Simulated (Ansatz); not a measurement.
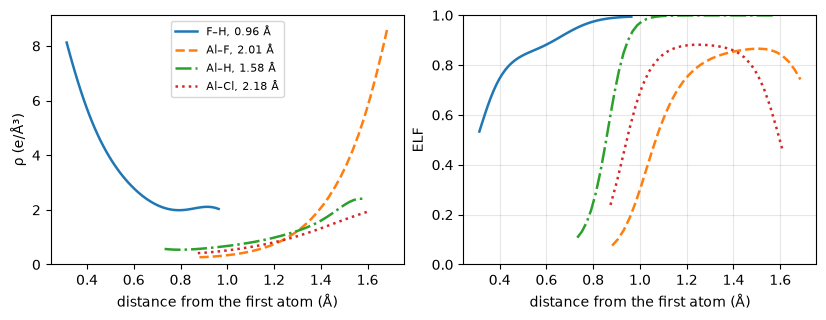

Figure. AlClFH$_{3}$. Electron density and ELF along straight lines between neighbouring atoms. The curves leave out the atomic cores.

Method: RKS PBE0-D4/6-31G* (Ansatz).

```xyz
6

Al   -0.5875    0.1066   -0.3289
Cl    1.2543    1.1994   -0.7603
H    -0.9156   -1.0478   -1.3599
H    -1.6295    0.9097    0.5502
H     1.3397   -0.3374    0.8465
F     0.5386   -0.8305    1.0524
```

Compare the contacts.

F–H (0.96 Å): ρ at the midpoint is about 4.1 e/Å³; the ELF climbs to about 1 towards the hydrogen, as it does in any bond to H: a covalent bond by its length.
Al–F (2.01 Å): the density is about 0.35 e/Å³ at the midpoint; the ELF is about 0.30 at the midpoint.
Al–H (1.58 Å): ρ is about 0.54 e/Å³ halfway; the ELF climbs to about 1 towards the hydrogen.
Al–Cl (2.18 Å): the density is about 0.63 e/Å³ at the midpoint; the ELF peaks at about 0.90 in the valence shell of Cl, 0.9 Å from its nucleus, and is about 0.85 at the midpoint.
